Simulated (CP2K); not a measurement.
# PM6 run of Si2NH5F (SMILES N[Si](F)[SiH3])

What is the energy change on altering one bond length of Si2NH5F at PM6? 

The calculation is run with CP2K 2026.2.

4 further runs of the same task are left out: 2 that didn't finish, 2 set aside as unsound or not needed.

### Step 1. Starting point

Si2NH5F: 9 atoms, total charge 0, spin state doublet. As SMILES, `N[Si](F)[SiH3]`. The shape is that of a PBE0-D4/def2-TZVP optimisation. This is one conformer, not always the lowest.

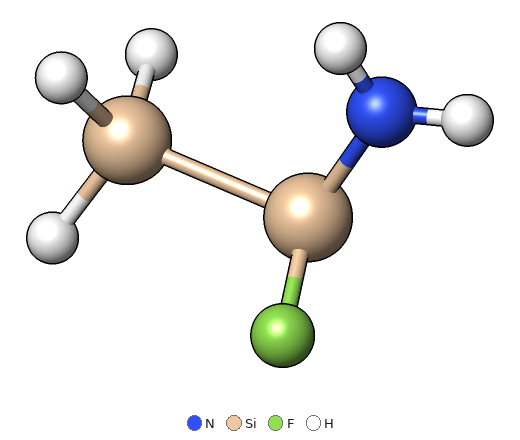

Viewed from a chosen angle; nitrogen blue, silicon light orange, fluorine green, hydrogen white.

### Step 2. The energy at PM6

molecule.xyz

```xyz
9

N     -0.977000     1.372900    -0.683600
Si    -0.847900    -0.322400    -0.578100
F     -0.495500    -1.010700    -1.997200
Si     0.823900    -0.883000     0.969100
H     -1.742300     1.833700    -1.147400
H     -0.198200     1.993200    -0.528800
H      1.132000    -2.331800     0.856500
H      2.078500    -0.103500     0.756900
H      0.315000    -0.594800     2.335600
```

qs.inp

```
&FORCE_EVAL
 METHOD QUICKSTEP
 &DFT
  MULTIPLICITY 2
  LSD T
  &QS
   METHOD PM6
   EPS_DEFAULT 1.0E-10
   &SE
    &COULOMB
     CUTOFF [angstrom] 50
     RC_RANGE [angstrom] 0
    &END COULOMB
    &EXCHANGE
     CUTOFF [angstrom] 50
     RC_RANGE [angstrom] 0
    &END EXCHANGE
   &END SE
  &END QS
  &POISSON
   PERIODIC NONE
   POISSON_SOLVER ANALYTIC
  &END POISSON
  &SCF
   SCF_GUESS ATOMIC
   EPS_SCF 1.0E-06
   MAX_SCF 80
   &DIAGONALIZATION
    ALGORITHM STANDARD
   &END DIAGONALIZATION
   &MIXING
    METHOD DIRECT_P_MIXING
    ALPHA 0.4
   &END MIXING
  &END SCF
  &PRINT
   &MOMENTS
    PERIODIC F
    REFERENCE COM
    MAX_MOMENT 1
   &END MOMENTS
   &MO ON
    ENERGIES T
    OCCUPATION_NUMBERS T
    NDIGITS 6
    &EACH
     QS_SCF 0
    &END EACH
    ADD_LAST NUMERIC
   &END MO
   &HIRSHFELD OFF
   &END HIRSHFELD
  &END PRINT
 &END DFT
 &SUBSYS
  &CELL
   ABC 19.8 20.3 20.3
   PERIODIC NONE
  &END CELL
  &TOPOLOGY
   COORD_FILE_NAME molecule.xyz
   COORD_FILE_FORMAT XYZ
   &CENTER_COORDINATES
   &END CENTER_COORDINATES
  &END TOPOLOGY
 &END SUBSYS
&END FORCE_EVAL

&GLOBAL
 PROJECT qs
 RUN_TYPE ENERGY
 PRINT_LEVEL MEDIUM
&END GLOBAL
```

Launch:

```console
OMP_NUM_THREADS=1 cp2k.psmp -i qs.inp -o qs.out
```

Standard output:

```text
CP2K| version string:                                       CP2K version 2026.2
[...]
 GLOBAL| Method name                                                        CP2K
[...]
 GLOBAL| Run type                                                         ENERGY
[...]
                             - Atoms:                                          9
[...]
                             - Spherical basis functions:                     31
[...]
 Number of electrons:                                                         13
[...]
     1 P_Mix/Diag. 0.40E+00    0.0     0.45325739       -26.6633472054 -2.67E+01
[...]
    26 DIIS/Diag.  0.51E-07    0.0     0.00000080       -31.7948382565 -8.06E-13
  *** SCF run converged in    26 steps ***
  Core-core repulsion energy [eV]:                           1227.75707459747809
  Core Hamiltonian energy [eV]:                             -1413.38941287536113
  Two-electron integral energy [eV]:                        -1359.09842035383372
  Electronic energy [eV]:                                   -2092.93862305227776
  Total energy [eV]:                                         -865.18154845480001
  Atomic reference energy [eV]:                               862.61689642757619
  Heat of formation [kcal/mol]:                               -59.14228543180450
[...]
 SE_DIPOLE| Moment [Debye]         -0.29933990      -2.24842437      -1.14648174
 SE_DIPOLE| Derivative [a.u.]       0.00000000       0.00000000       0.00000000
 ENERGY| Total FORCE_EVAL ( QS ) energy [hartree]            -31.794838256502111
[...]
```

Run time: 2 s. Hardware: 1 thread of AMD EPYC (Zen 3), shared host; peak memory 0.18 GiB.

### Step 3. The distorted shape

molecule.xyz

```xyz
9

N     -2.983180     2.045627    -2.540259
Si    -2.854080     0.350327    -2.434759
F     -2.501680    -0.337973    -3.853859
Si     0.823900    -0.883000     0.969100
H     -3.748480     2.506427    -3.004059
H     -2.204380     2.665927    -2.385459
H      1.132000    -2.331800     0.856500
H      2.078500    -0.103500     0.756900
H      0.315000    -0.594800     2.335600
```

job.inp

```
&GLOBAL
  PROJECT_NAME job
  RUN_TYPE ENERGY
  PRINT_LEVEL MEDIUM
&END GLOBAL

&FORCE_EVAL
  METHOD QUICKSTEP
  &DFT
    CHARGE 0
    MULTIPLICITY 2
    UKS T
    &QS
      METHOD PM6
      EPS_DEFAULT 1.0E-10
      &SE
        &COULOMB
          CUTOFF [angstrom] 50
          RC_RANGE [angstrom] 0
        &END COULOMB
        &EXCHANGE
          CUTOFF [angstrom] 50
          RC_RANGE [angstrom] 0
        &END EXCHANGE
      &END SE
    &END QS
    &POISSON
      PERIODIC NONE
      POISSON_SOLVER ANALYTIC
    &END POISSON
    &SCF
      SCF_GUESS ATOMIC
      EPS_SCF 1.0E-06
      MAX_SCF 80
      &DIAGONALIZATION
        ALGORITHM STANDARD
      &END DIAGONALIZATION
      &MIXING
        METHOD DIRECT_P_MIXING
        ALPHA 0.4
      &END MIXING
    &END SCF
    &PRINT
      &MOMENTS
        PERIODIC F
        REFERENCE COM
        MAX_MOMENT 1
      &END MOMENTS
      &MO ON
        ENERGIES T
        OCCUPATION_NUMBERS T
        NDIGITS 6
        &EACH
          QS_SCF 0
        &END EACH
        ADD_LAST NUMERIC
      &END MO
      &HIRSHFELD OFF
      &END HIRSHFELD
    &END PRINT
  &END DFT
  &SUBSYS
    &CELL
      ABC [angstrom] 21.8 21 22.2
      PERIODIC NONE
    &END CELL
    &TOPOLOGY
      COORD_FILE_NAME molecule.xyz
      COORD_FILE_FORMAT XYZ
      &CENTER_COORDINATES
      &END CENTER_COORDINATES
    &END TOPOLOGY
  &END SUBSYS
&END FORCE_EVAL
```

Launch:

```console
OMP_NUM_THREADS=1 cp2k.psmp -i job.inp > job.out 2>&1
```

Standard output:

```text
CP2K| version string:                                       CP2K version 2026.2
[...]
 GLOBAL| Method name                                                        CP2K
[...]
 GLOBAL| Run type                                                         ENERGY
[...]
                             - Atoms:                                          9
[...]
                             - Spherical basis functions:                     31
[...]
 Number of electrons:                                                         13
[...]
     1 P_Mix/Diag. 0.40E+00    0.0     0.47203064       -26.7161348428 -2.67E+01
[...]
    17 DIIS/Diag.  0.23E-06    0.0     0.00000053       -31.7126124250 -1.63E-11
  *** SCF run converged in    17 steps ***
  Core-core repulsion energy [eV]:                           1048.57786726799350
  Core Hamiltonian energy [eV]:                             -1409.13891654873601
  Two-electron integral energy [eV]:                        -1004.76604102226008
  Electronic energy [eV]:                                   -1911.52193705986610
  Total energy [eV]:                                         -862.94406979187249
  Atomic reference energy [eV]:                               862.61689642757619
  Heat of formation [kcal/mol]:                                -7.54479761445002
[...]
 SE_DIPOLE| Moment [Debye]          0.38060155      -2.14981028      -1.14840822
 SE_DIPOLE| Derivative [a.u.]       0.00000000       0.00000000       0.00000000
 ENERGY| Total FORCE_EVAL ( QS ) energy [hartree]            -31.712612425036781
[...]
```

It took 2.2 s on 1 thread of AMD EPYC (Zen 3), shared host; peak memory 0.19 GiB.

### Step 4. Outcome

Level: PM6.

```
                                                           quantity           value
                                          first shape: total energy    -31.79484 Eh
                                         first shape: dipole moment          2.54 D
                    first shape: HOMO energy (highest over α and β)        -6.49 eV
                                     first shape: heat of formation  -59.1 kcal/mol
                                      distorted shape: total energy    -31.71261 Eh
                                     distorted shape: dipole moment          2.47 D
                distorted shape: HOMO energy (highest over α and β)        -7.48 eV
                                 distorted shape: heat of formation   -7.5 kcal/mol
energy change with the Si2–Si4 bond stretched from 2.346 to 5.161 Å        2.237 eV
```

In words: With the Si2–Si4 bond stretched from 2.346 to 5.161 Å the energy rises by 2.24 eV (52 kcal/mol). The first shape isn't relaxed at this level, so the change isn't measured from a minimum.
